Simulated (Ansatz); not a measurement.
# doublet C2F4O+: levels of theory compared

Aim: a comparison of 6 runs (UB3LYP/6-31G*, UBHLYP/cc-pVDZ, UBLYP/cc-pVDZ, UPBE-QIDH/cc-pVDZ, USVWN5/cc-pVDZ, RPA@PBE0/cc-pVDZ) of doublet C2F4O+. 

The results are computed with Ansatz 0.2.0.

51 further runs of the same task are left out: 51 set aside as unsound or not needed.

### 1 Starting point

C2F4O+ has 7 atoms, charge +1, and is taken as a doublet. As SMILES of the parent species, `O=C(F)C(F)(F)F`. The shape is that of a PBE0-D4/def2-TZVP optimisation. That shape belongs to the parent species and isn't relaxed for this state.

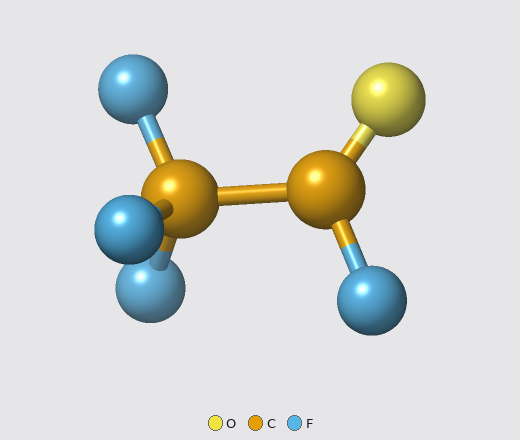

The structure, seen from a chosen angle (oxygen yellow, carbon amber, fluorine blue).

### 2 A single-point energy at UB3LYP/6-31G(d) (spherical functions) (run 1)

run.yaml

```yaml
crystal:
  periodic: [false, false, false]
  atoms:
    - {symbol: O, position_ang: [1.061180, -1.396170, 0.701140]}
    - {symbol: C, position_ang: [0.088980, -0.798110, 0.435150]}
    - {symbol: F, position_ang: [-1.136840, -1.201010, 0.739860]}
    - {symbol: C, position_ang: [0.018150, 0.551850, -0.306440]}
    - {symbol: F, position_ang: [-0.697880, 0.418270, -1.418740]}
    - {symbol: F, position_ang: [-0.564330, 1.461580, 0.468830]}
    - {symbol: F, position_ang: [1.230750, 0.963590, -0.619810]}
basis:
  gaussian:
    orbitals: 6-31G_st_-spherical.json
total_charge: 1
magnetization:
  spin_polarized: true
  initial_magnetization: 1
hamiltonian:
  xc: {name: B3LYP}
accuracy: high
output:
  orbitals: {seedname: orbitals}
```

The basis set 6-31G* is read from a file made from the Basis Set Exchange's data (not shown).

Launch:

```
$ ansatz run run.yaml --threads 1 --pin off --max-ram 3480MiB --events-out events.jsonl --progress --plain --runs-dir runs
```

What it wrote:

```text
Warning: RAYON_NUM_THREADS=1 ignored (pool sized by the plan → 1); use --threads N
Functional definition: B3LYP
  name "B3LYP"
  parameter a0 = 0.2
  parameter ax = 0.72
  parameter ac = 0.81
  exchange = (1 - a0 - ax)*slater_x + ax*b88_x + a0*exact_x
  correlation = (1 - ac)*vwn_rpa_c + ac*lyp_c
2221 factors; integrals over basis functions are off by at most 3.2e-9 eV
mean field evaluation 1: about -14968.5335 eV, gradient 4.7e1 eV
mean field evaluation 2: about -14954.9977 eV, gradient 8.2e1 eV
mean field evaluation 4: about -14974.5834 eV, gradient 9.1e0 eV
mean field evaluation 8: about -14975.1307 eV, gradient 7.9e-1 eV
mean field evaluation 16: about -14975.1338 eV, gradient 3.1e-3 eV
mean field evaluation 32: about -14975.1338 eV, gradient 1.0e-7 eV
mean field -14975.13381153 eV, -550.3260170634 hartree, gradient 4.8e-8 eV, S^2 0.756338; 0 other end points of the search recorded, 0 dependent functions left out
reference -14975.13383356 eV, -550.3260178731 hartree; 28, 27 occupied and 70, 71 virtual orbitals, 2221 factors
Total energy: -14975.13383356 eV, -550.3260178731 hartree
```

It took 16 s on 1 thread of Arm Neoverse V2, shared host; peak memory 0.52 GiB.

### 3 The energy at UBHLYP/cc-pVDZ (run 2)

job.yaml

```yaml
crystal:
  periodic: [false, false, false]
  atoms:
    - symbol: O
      position_ang: [1.061180, -1.396170, 0.701140]
    - symbol: C
      position_ang: [0.088980, -0.798110, 0.435150]
    - symbol: F
      position_ang: [-1.136840, -1.201010, 0.739860]
    - symbol: C
      position_ang: [0.018150, 0.551850, -0.306440]
    - symbol: F
      position_ang: [-0.697880, 0.418270, -1.418740]
    - symbol: F
      position_ang: [-0.564330, 1.461580, 0.468830]
    - symbol: F
      position_ang: [1.230750, 0.963590, -0.619810]
basis:
  gaussian: {orbitals: cc-pVDZ}
total_charge: 1
magnetization: {spin_polarized: true, initial_magnetization: 1}
hamiltonian: {xc: {name: BHLYP}}
accuracy: high
output: {orbitals: {seedname: orbitals}}
```

Launch:

```
$ ansatz run job.yaml --threads 1 --pin off --max-ram 3480MiB --events-out events.jsonl --progress --plain --runs-dir runs
```

What it wrote:

```text
Warning: RAYON_NUM_THREADS=1 ignored (pool sized by the plan → 1); use --threads N
Functional definition: BHLYP
  name "BHLYP"
  parameter a = 0.5
  exchange = (1 - a)*b88_x + a*exact_x
  correlation = lyp_c
2167 factors; integrals over basis functions are off by at most 2.9e-9 eV
mean field evaluation 1: about -14963.1222 eV, gradient 4.5e1 eV
mean field evaluation 2: about -14959.1623 eV, gradient 5.9e1 eV
mean field evaluation 4: about -14969.3563 eV, gradient 4.4e0 eV
mean field evaluation 8: about -14970.0829 eV, gradient 8.5e-1 eV
mean field evaluation 16: about -14970.0972 eV, gradient 2.1e-2 eV
mean field evaluation 32: about -14970.0972 eV, gradient 4.4e-6 eV
mean field -14970.09721951 eV, -550.1409257208 hartree, gradient 7.1e-8 eV, S^2 0.761554; 0 other end points of the search recorded, 0 dependent functions left out
reference -14970.09723623 eV, -550.1409263351 hartree; 28, 27 occupied and 70, 71 virtual orbitals, 2167 factors
Total energy: -14970.09723623 eV, -550.1409263351 hartree
```

Run time: 19 s. Hardware: 1 thread of Arm Neoverse V2, shared host; peak memory 0.51 GiB.

Run 3 isn't shown in full; the table further down has it.

### 4 A single-point energy at UPBE-QIDH/cc-pVDZ (run 4)

in.yaml

```yaml
crystal:
  periodic: [false, false, false]
  atoms:
    - symbol: O
      position_ang: [1.061180, -1.396170, 0.701140]
    - symbol: C
      position_ang: [0.088980, -0.798110, 0.435150]
    - symbol: F
      position_ang: [-1.136840, -1.201010, 0.739860]
    - symbol: C
      position_ang: [0.018150, 0.551850, -0.306440]
    - symbol: F
      position_ang: [-0.697880, 0.418270, -1.418740]
    - symbol: F
      position_ang: [-0.564330, 1.461580, 0.468830]
    - symbol: F
      position_ang: [1.230750, 0.963590, -0.619810]
basis:
  gaussian: {orbitals: cc-pVDZ}
accuracy: high
hamiltonian: {xc: {name: PBE-QIDH}}
output: {orbitals: {seedname: orbitals}}
correlation: {frozen_orbitals: {C: 1, F: 1, O: 1}}
total_charge: 1
magnetization: {spin_polarized: true, initial_magnetization: 1}
```

Launch:

```
$ ansatz run in.yaml --threads 1 --pin off --max-ram 3480MiB --events-out events.jsonl --progress --plain --runs-dir runs
```

What it wrote (excerpt; [...] marks lines left out):

```text
Warning: RAYON_NUM_THREADS=1 ignored (pool sized by the plan → 1); use --threads N
Functional definition: PBE-QIDH
  name "PBE-QIDH"
[...]
2167 factors; integrals over basis functions are off by at most 2.9e-9 eV
[...]
mean field -14944.58431287 eV, -549.2033436950 hartree, gradient 3.5e-8 eV, S^2 0.765292; 0 other end points of the search recorded, 0 dependent functions left out
7 core orbitals not correlated: weight in the atoms' cores, before any rotation towards them, 1.000 or more for the frozen orbitals, at most 0.000 for the correlated occupied ones
reference -14944.58431331 eV, -549.2033437111 hartree; 21, 20 occupied and 70, 71 virtual orbitals, 2167 factors
second order -34.82711514 eV of doubles, -0.00000000 eV of singles
Total energy: -14956.19335169 eV, -549.6299680028 hartree
```

Wall time 22 s (1 thread of Arm Neoverse V2, shared host); peak memory 0.51 GiB.

Run 5 isn't shown in full; the table further down has it.

### 5 A single-point energy at RPA@PBE0/cc-pVDZ (run 6)

input.yaml

```yaml
crystal:
  periodic: [false, false, false]
  atoms:
    - {symbol: O, position_ang: [1.061180, -1.396170, 0.701140]}
    - {symbol: C, position_ang: [0.088980, -0.798110, 0.435150]}
    - {symbol: F, position_ang: [-1.136840, -1.201010, 0.739860]}
    - {symbol: C, position_ang: [0.018150, 0.551850, -0.306440]}
    - {symbol: F, position_ang: [-0.697880, 0.418270, -1.418740]}
    - {symbol: F, position_ang: [-0.564330, 1.461580, 0.468830]}
    - {symbol: F, position_ang: [1.230750, 0.963590, -0.619810]}
basis:
  gaussian:
    orbitals: cc-pVDZ
correlation:
  method: rpa
  frozen_orbitals: {C: 1, F: 1, O: 1}
hamiltonian:
  xc: {name: PBE0}
magnetization:
  spin_polarized: true
  initial_magnetization: 1
total_charge: 1
accuracy: high
```

Launch:

```
$ ansatz run input.yaml --threads 1 --pin off --max-ram 3480MiB --events-out events.jsonl --progress --plain --runs-dir runs
```

What it wrote (excerpt; [...] marks lines left out):

```text
Warning: RAYON_NUM_THREADS=1 ignored (pool sized by the plan → 1); use --threads N
Functional definition: PBE0
  name "PBE0"
[...]
2167 factors; integrals over basis functions are off by at most 2.9e-9 eV
[...]
mean field -14961.94319335 eV, -549.8412707863 hartree, gradient 5.8e-8 eV, S^2 0.757723; 1 other end points of the search recorded, 0 dependent functions left out
7 core orbitals not correlated: weight in the atoms' cores, before any rotation towards them, 1.000 or more for the frozen orbitals, at most 0.000 for the correlated occupied ones
reference -14908.61785167 eV, -547.8816006247 hartree; 21, 20 occupied and 70, 71 virtual orbitals, 2167 factors
Total energy: -14951.24985882 eV, -549.4482979906 hartree
```

Run time: 24 s. Hardware: 1 thread of Arm Neoverse V2, shared host; peak memory 0.51 GiB.

### 6 Overview of the runs

| run | level | frozen core orbitals | energy (Eh) | HOMO energy (eV) | LUMO energy (eV) | ⟨S²⟩ | wall time |
| --- | --- | --- | --- | --- | --- | --- | --- |
| 1 | UB3LYP/6-31G* (spherical functions) | – | -550.326018 | -18.15 | -15.39 | 0.756 | 16 s |
| 2 | UBHLYP/cc-pVDZ | – | -550.140926 | -20.56 | -13.88 | 0.762 | 19 s |
| 3 | UBLYP/cc-pVDZ | – | -550.334678 | -16.40 | -15.70 | 0.753 | 13 s |
| 4 | UPBE-QIDH/cc-pVDZ | 7 | -549.629968 | -21.90 | -12.29 | 0.765 | 22 s |
| 5 | USVWN5/cc-pVDZ | – | -546.666259 | -16.81 | -16.19 | 0.752 | 7.5 s |
| 6 | RPA@PBE0/cc-pVDZ | 7 | -549.448298 | – | – | 0.758 | 24 s |

### 7 Outcome

| quantity | value |
| --- | --- |
| run 6: total energy | -549.44830 Eh |
| run 6: RPA correlation energy (valence) | -1566.7 mEh |
| run 6: ⟨S²⟩ of the reference determinant | 0.758 |

In words: Totals of different functionals can't be ranked against each other. All runs together took 1.7 min, the longest 24 s.
